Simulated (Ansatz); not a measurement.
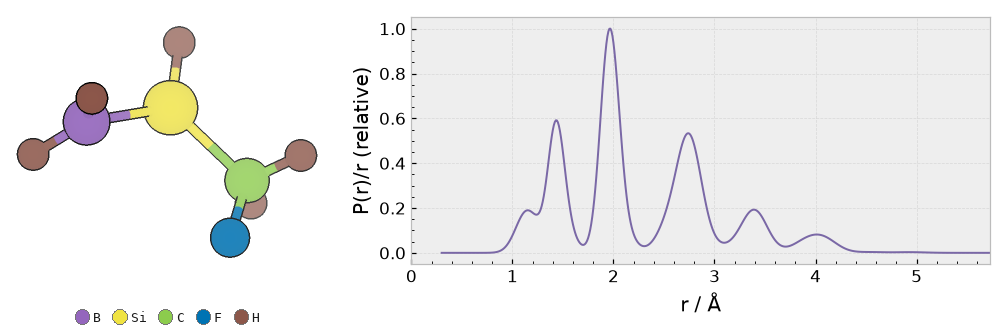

Simulated gas electron diffraction: radial distribution curve of CH5BFSi (charge +1, ignored in the scattering factors). Each pair of atoms contributes with weight ZᵢZⱼ/r; damping constant 0.002 Å²; vibrational amplitudes assumed, not computed: 0.05 Å for bonds, 0.078 Å for bonds to H, 0.06 + 0.015 r up to 0.15 Å for other pairs. The geometry is the end point of an optimisation (Ansatz, RKS PBE-D4/6-31G); it may be a saddle point or a higher isomer. SMILES: B[SiH+]CF.

### Assign the first 6 clear peaks of the radial distribution curve (– bonded, ··· not bonded).

Peak 1, 1.15 Å: C–H 1.11 Å (×2), B–H 1.20 Å (×2), not resolved
Peak 2, 1.43 Å: F–C 1.43 Å, Si–H 1.51 Å, not resolved
Peak 3, 1.97 Å: Si–C 1.93 Å, Si–B 2.01 Å, F···H 2.09 Å (×2), not resolved
Peak 4, 2.74 Å: Si···H 2.54–2.79 Å (×4), Si···F 2.74 Å, not resolved
Peak 5, 3.39 Å: F···B 3.39 Å, C···B 3.40 Å
Peak 6, 4.01 Å: F···H 3.90–4.08 Å (×3), C···H 4.05 Å (×2), B···H 4.11 Å (×2), not resolved
